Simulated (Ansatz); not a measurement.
# YFeBr5: relaxing a made-up structure, part 2 of 2

This structure for YFeBr5 is made up. Its elements were placed in a known structure type with a cell scaled to their sizes. What cell does the guess relax to, and how far off was it?

Ansatz 0.2.0; DFT, PBE, plane-wave PAW, files of the set soft_1, scalar-relativistic, ferromagnetic start, cell and ions relaxed at zero pressure; PAW set soft_1 (the session's first sound run).

So far: The starting structure; Relaxation of the guess. The relaxed cell has a, b, c = 5.409, 8.958, 10.460 Å (conventional setting).

**3. Bands of the relaxed cell**

A second self-consistent run takes a narrower smearing and the mesh shown in its input; the bands follow along the standard path of the relaxed lattice.

This step: DFT, PBE, plane-wave PAW, files of the set soft_1, scalar-relativistic, ferromagnetic start, bands and density of states at the relaxed cell; PAW set soft_1 (Ansatz 0.2.0).

File input.yaml:

```yaml
crystal:
  lattice:
    - [-2.7043028166, 4.4790661344, 5.2298615612]
    - [2.7043028166, -4.4790661344, 5.2298615612]
    - [2.7043028166, 4.4790661344, -5.2298615612]
  atoms:
    - { symbol: "Y", position: [0.5, 0.5, 0.0] }
    - { symbol: Br, position: [0.5, 0.0, 0.5] }
    - { symbol: Br, position: [0.7746940416, 0.7746940416, 0.0] }
    - { symbol: Br, position: [0.2253059584, 0.2253059584, 0.0] }
    - { symbol: Br, position: [0.1917589099, 0.5, 0.6917589099] }
    - { symbol: Br, position: [0.8082410901, 0.5, 0.3082410901] }
    - { symbol: Fe, position: [0.0, 0.0, 0.0], spin: 3.3 }
magnetization:
  spin_polarized: true
kpoints:
  mp_grid: { grid: [8, 8, 8] }
  band_path:
    path:
      - [[0.0, 0.0, 0.0], [-0.31684521, 0.31684521, 0.31684521], [-0.25021786, 0.25021786, 0.38347255], [0.0, 0.0, 0.5], [0.25, 0.25, 0.25], [0.0, 0.5, 0.0], [0.31684521, 0.68315479, -0.31684521], [0.5, 0.5, -0.5], [0.0, 0.0, 0.0], [0.43337265, -0.43337265, 0.43337265], [0.5, 0.0, 0.0], [0.25, 0.25, 0.25]]
      - [[0.25021786, -0.25021786, 0.61652745], [0.43337265, -0.43337265, 0.43337265]]
      - [[0.56662735, 0.43337265, -0.43337265], [0.5, 0.5, -0.5]]
    npoints: 6
scf:
  occupations: { method: fermi_dirac, width: 0.03 }
  n_extra_bands: 13
hamiltonian:
  xc: pbe
  pseudopotentials: { kind: paw, azcp: { folder: soft_1 } }
output:
  forces: true
  stress: true
  write_bands: true
  dos: { projected: true }
  write_density: true
  write_potential: true
  elf: true
  volumetric_format: npy
```

Command:

```console
$ ansatz run input.yaml --threads 4 --pin off --max-ram 10240MiB --backend cpu --events-out ev --progress --plain --runs-dir out
```

Numbers of over 12 decimals in the logs are rounded to 6 here.

Log:

```text
[...]
Crystal: 7 atoms, lattice volume = 253.392 Å³
Basis set: ecut = 420 eV, 4971 PW (Γ), exchange–correlation on 100×100×100 points (8 copies of the dense FFT grid, shifted against one another)
Bands: 44, of which v1, the nominal top of the filled ones, is band 31 counted from 1 (30 counted from 0)
Symmetry: 8 space group operations
[...]
k-points: 95 of 512
[...]
Starting moments: Σ|m| = 3.3 μB on 1 of 7 sites
[...]
SCF iter   1: F=—  HF=-22253.745147 eV  |F-HF|=—  |Δ(HF+E_count)|=         —  Δρ=4.61e-2 (↑4.04e-2 ↓4.61e-2)  dr2=2.19e1  dr2_m=2.15e-1  M=3.990 μB ∫|m|=3.996 μB  β_m=0.30  ethr=3.10e-3  ⟨swp⟩=6.7  Hψ=34986  notcnv=0
[...]
spin=Collinear: Kerker preconditioning applied to the charge; magnetization (m = ρ↑ − ρ↓) channel mixes plain (no charge-response kernel on spin).
SCF iter   2: F=—  HF=-22253.091161 eV  |F-HF|=—  |Δ(HF+E_count)|=   6.54e-1  Δρ=1.62e-2 (↑1.59e-2 ↓1.62e-2)  dr2=2.64e0  dr2_m=2.44e-1  M=4.000 μB ∫|m|=4.019 μB  β_m=0.33  ethr=3.10e-3  ⟨swp⟩=3.0  Hψ=18264  notcnv=0  defer=1156
[...]
SCF iter  14: F=-22252.599222 eV  HF=-22252.599222 eV  |F-HF|=3.46e-9  |Δ(HF+E_count)|=   4.46e-8  Δρ=6.87e-7 (↑4.57e-7 ↓6.87e-7)  dr2=5.65e-9  dr2_m=2.18e-10  M=4.000 μB ∫|m|=4.050 μB  ethr=7.74e-11  ⟨swp⟩=14.4  Hψ=61253  notcnv=0
SCF 1 converged in 14 iterations: F = -22252.599222 eV  dr2 = 5.65e-9
[...]
NSCF: frozen V_eff on 81 k-points
SCF converged after 14 iterations
Magnetization: 4.0000 μB (33.0000 up, 29.0000 down)
Absolute magnetization: 4.0488 μB (∫|ρ↑−ρ↓|, with the PAW one-centre terms)
[...]
Per-site moments (μB) at R_I (Å): [(0.012583, 1.115525), (0.00932014, 1.115525), (0.069029, 0.972113), (0.069029, 0.972113), (0.054615, 1.139022), (0.054615, 1.139022), (3.325335, 0.972113)]
Free energy (F): -22252.599222 eV
[...]
Internal energy: -22252.599071 eV  (E = F + TS)
E sigma→0 (E₀):  -22252.599146 eV
Entropy (-TS):   -0.000151 eV (-0.022 meV/atom)
Fermi energy:    2.918097 eV
[...]
--- Forces (eV/Å), atoms counted from 1 ---
  atom   1  Y      0.00000000     0.00000000     0.00000000
  atom   2  Br     0.00000000     0.00000000    -0.00000000
  atom   3  Br     0.00000000     0.00000000     0.00140590
  atom   4  Br     0.00000000     0.00000000    -0.00140590
  atom   5  Br     0.00000000     0.00169381     0.00000000
  atom   6  Br     0.00000000    -0.00169381     0.00000000
  atom   7  Fe     0.00000000     0.00000000     0.00000000
  max |Σ_I F_I| component: 4.34e-19 eV/Å
--- Stress (GPa, compression-positive) ---
       -0.001777       0.000000       0.000000
        0.000000       0.004713       0.000000
        0.000000       0.000000       0.014286
  P = ⅓ Tr σ = 0.0057 GPa (0.057 kbar)
--- Band table (eV; the first three rows and the last of 190) ---
  k-point 0 ↑: bands = [... 27 lower, 0.8499, 1.0291, 1.0771, 1.0777, 1.4969, 1.6712, 4.7569, 5.0443, ... 9 higher]
  k-point 1 ↑: bands = [... 27 lower, 0.8388, 1.0419, 1.1321, 1.1376, 1.4252, 1.6335, 4.8649, 5.1772, ... 9 higher]
  k-point 2 ↑: bands = [... 27 lower, 0.8686, 1.0782, 1.1583, 1.2823, 1.3053, 1.5300, 4.9902, 5.5281, ... 9 higher]
  k-point 94 ↓: bands = [... 27 lower, 1.3678, 2.6576, 3.0900, 3.1126, 3.5216, 4.0535, 5.1058, 5.3964, ... 9 higher]
```

Run time: 50 s. Hardware: 4 threads of Arm Neoverse V2, shared host; peak memory 1.7 GiB; 3.3 min of CPU time.

In the SCF lines HF is the Harris–Foulkes energy and dr2 the Hartree energy of the density residual, in eV; the loop may stop once dr2 is under the threshold and the program's other checks hold. Hψ counts applications of the Hamiltonian.

This step gave:

| Property | Result |
| --- | --- |
| free energy | -22252.5992 eV |
| energy at zero smearing | -22252.5991 eV |
| Fermi energy | 2.918 eV |
| gap by band count | 0.3950 eV |
| site moments | 0.01258, 0.009320, 0.06903, 0.06903, 0.05461, 0.05461, 3.325 μB |
| pressure | 0.005741 GPa |

From bands.tsv, the bands that come nearest the gap along the path, at its corners, in eV from the valence-band top:

```tsv
point	band_31_up	band_32_up	band_26_dn	band_27_dn	band_28_dn	band_29_dn	band_30_dn	band_31_dn
Γ	-1.20	-1.02	-1.15	-1.15	-0.04	0.40	0.45	0.72
X	-1.34	-1.19	-1.46	-1.33	-0.05	0.52	0.74	0.79
L	-1.32	-1.25	-1.45	-1.38	-0.04	0.52	0.73	0.79
T	-1.19	-1.14	-1.53	-1.36	-0.03	0.53	0.77	0.78
W	-1.29	-0.92	-1.55	-1.24	-0.03	0.50	0.79	0.95
R	-1.25	-1.07	-1.42	-1.19	-0.06	0.49	0.80	0.97
X1	-1.34	-1.19	-1.46	-1.33	-0.05	0.52	0.74	0.79
Z	-1.50	-1.37	-1.55	-1.33	-0.04	0.39	0.42	0.83
Γ	-1.20	-1.02	-1.15	-1.15	-0.04	0.40	0.45	0.72
Y	-1.50	-1.44	-1.57	-1.45	-0.03	0.39	0.44	0.82
S	-1.37	-1.29	-1.59	-1.36	0.00	0.53	0.65	0.81
W	-1.29	-0.92	-1.55	-1.24	-0.03	0.50	0.79	0.95
L1	-1.32	-1.25	-1.45	-1.38	-0.04	0.52	0.73	0.79
Y	-1.50	-1.44	-1.57	-1.45	-0.03	0.39	0.44	0.82
Y1	-1.50	-1.44	-1.57	-1.45	-0.03	0.39	0.44	0.82
Z	-1.50	-1.37	-1.55	-1.33	-0.04	0.39	0.42	0.83
```

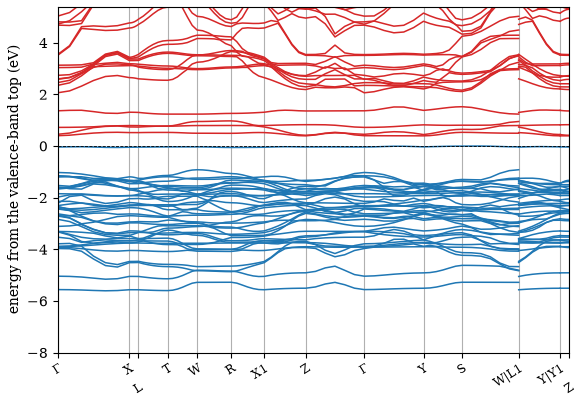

Bands along the path; filled bands blue, empty bands red. 26 bands lie wholly below the window drawn.

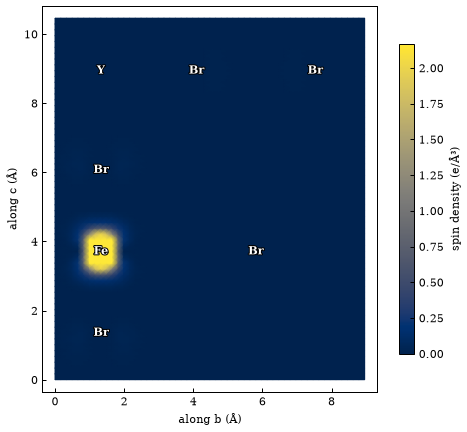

Spin density in the bc plane of the conventional cell at fractional x = 0.000, with atoms of Y and Br and Fe within 0.2 Å of it. The map starts off the cell's origin, so that atoms lie inside it.

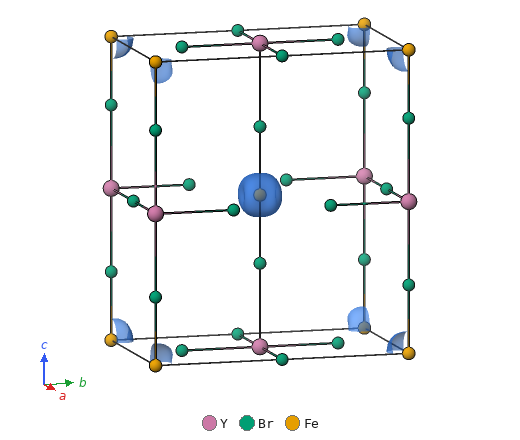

Surface of spin density = 0.35 e/Å³, which holds about 70 % of the integral of its size.

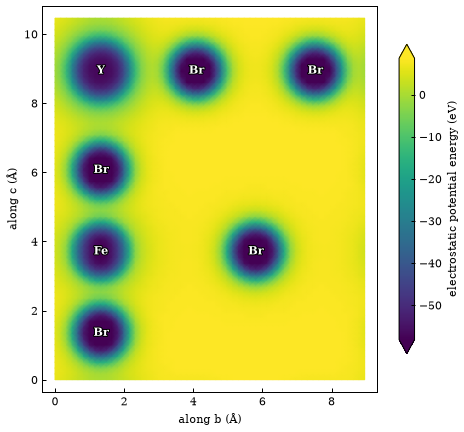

Electrostatic potential energy in the bc plane of the conventional cell at fractional x = 0.000, with atoms of Y and Br and Fe within 0.2 Å of it. With pseudopotentials it is smooth inside the atoms' cores, unlike the true potential. The map starts off the cell's origin, so that atoms lie inside it.

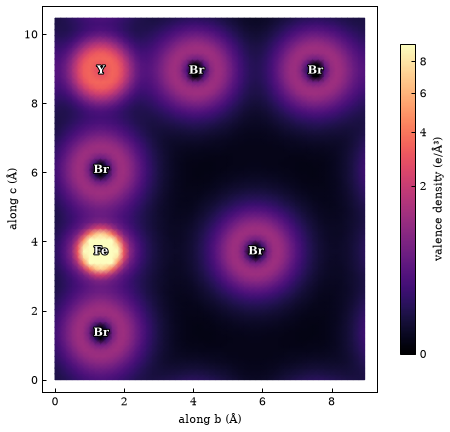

Valence density in the bc plane of the conventional cell at fractional x = 0.000, with atoms of Y and Br and Fe within 0.2 Å of it. It is the smooth field of the valence electrons, not physical close to the nuclei. The map starts off the cell's origin, so that atoms lie inside it. The colour scale is stretched toward low values.

**4. Results**

* space group, relaxed: Immm
* conventional cell: a = 5.409, b = 8.958, c = 10.460 Å; α = 90.0°, β = 90.0°, γ = 90.0°
* volume per atom: 36.20 Å³ (guess 40.62)
* total moment: 4.00 μB in the cell of 7 atoms

YFeBr5 relaxes to Immm with a = 5.409, b = 8.958 and c = 10.460 Å. The guessed volume was 12 % too large. The space group Immm was held in the relaxation, so the end point is a stationary structure within it and may be a saddle against distortions or other arrangements. The input starts from parallel moments, and no other start was typed. It has an indirect Kohn–Sham gap of 0.39 eV, which semilocal functionals understate. On the 8×8×8 mesh with the narrower smearing (relaxed on 6×6×6) the largest force component is 0.002 eV/Å and the largest stress component is 0.014 GPa, within the relaxation's thresholds of 0.015 eV/Å and 0.05 GPa. The cutoff wasn't tested. No dispersion term is used, so weakly bound directions may come out too long. Nothing here tests whether the compound is stable against decomposition.

[Logs are printed without paths, hosts, clocks, repeated set-up lines and the standing remarks that a program may print on its own settings, such as how far it seeks lower states.]

[Hosts, paths, dates, database ids (printed as entryN), source tags and the programs' standing remarks are cut or masked in the printed files.]
